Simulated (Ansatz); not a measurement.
# H$_{4}$OSn···HCl: what the fields show

Input

```
crystal:
  periodic: [false, false, false]
  atoms:
    - { symbol: Sn, position_ang: [-0.401492, -0.132255, -0.479618] }
    - { symbol: Cl, position_ang: [-0.062034, 0.877094, 2.976247] }
    - { symbol: H, position_ang: [1.014855, -0.776099, 0.19936] }
    - { symbol: H, position_ang: [-0.364164, 1.558278, -0.674042] }
    - { symbol: H, position_ang: [-0.78042, -0.907046, -1.9605] }
    - { symbol: O, position_ang: [-1.890528, -0.57411, 0.735122] }
    - { symbol: H, position_ang: [-2.693584, -0.898529, 0.358416] }
    - { symbol: H, position_ang: [-1.166831, 0.222966, 2.656915] }
basis:
  gaussian: { orbitals: def2-SVP }
hamiltonian:
  xc: hf
relax:
  f_tol: 0.03
  max_steps: 50
output:
  orbitals: {}
```

Launched as:

```sh
ansatz run input.yaml --threads 1 --pin off --max-ram 2048MiB --backend cpu --events-out ev --progress --plain --runs-dir out
```

The fields are those of the run's last geometry, not of the input's.

Core potentials replace the inner electrons of Sn.

All numbers below come from Ansatz 0.2.0, RHF/def2-SVP.

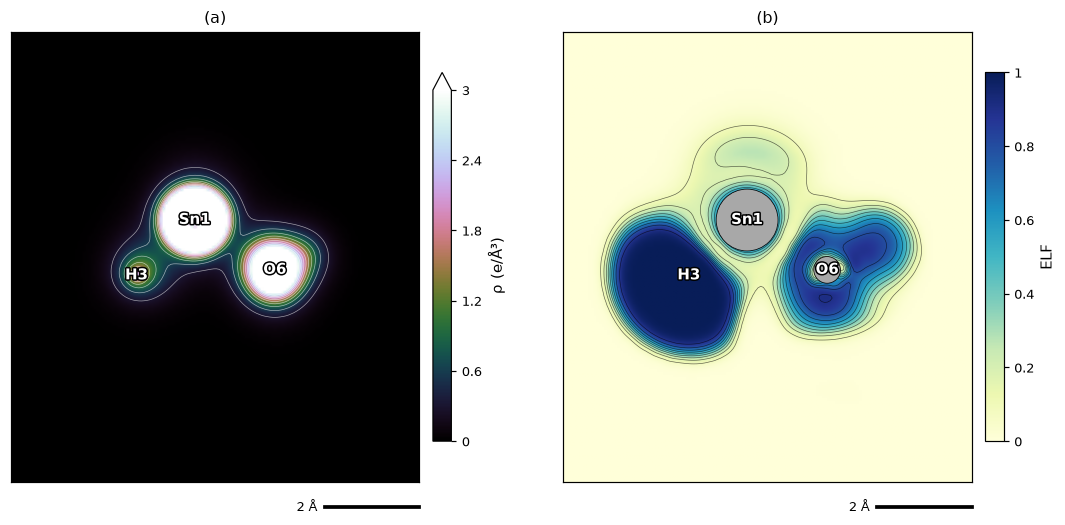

Figure 1. (a) electron density; (b) electron localisation function on the plane of atoms H3, Sn1 and O6. Grey discs cover the atomic cores in the ELF map.

**Describe what can be read from this map.**

The plane passes through Sn, H and O nuclei. Sn–O (1.99 Å): ρ at the midpoint is about 0.69 e/Å³; the ELF peaks at about 0.85 in the valence shell of O, 0.6 Å from its nucleus, and drops to about 0.10 between the two atoms. Sn–H (1.70 Å): ρ is about 1.2 e/Å³ halfway; the ELF climbs to about 1 towards the hydrogen. The ELF also peaks beside O6, away from the bonds: lone-pair regions.

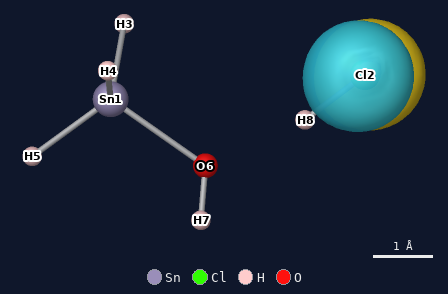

Figure 2. The HOMO at ±0.2 Å⁻³ᐟ² (yellow and cyan are the two phases), seen across its widest extent.

**What is the character of this orbital?**

Its weight (Hirshfeld) is mainly on Cl2 (about 95 %); largely a lone pair of Cl2. Its energy is −11.68 eV.
